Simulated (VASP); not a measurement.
Band structure of ScIn$_{3}$ (space group Pm-3m). Calculation: PBEsol GGA, VASP's PBE PAW potentials (set 64) (plane waves; VASP).

Unless said otherwise, spin-orbit coupling is left out, though it shifts the bands of the heavy elements here.

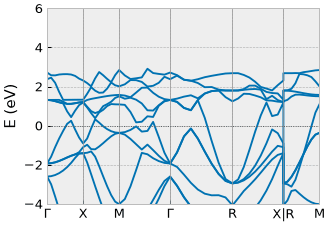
Figure. Bands along high-symmetry lines, zero at the valence-band maximum or, without a gap, the Fermi level

Read the plot: is there a gap, and where are the band edges?

It has no gap at this level: it comes out as a metal or semimetal.

The structure comes from a computed database's ScIn3 entry (Pm-3m); how it stands against other phases isn't given here. The cell was not relaxed at this level.
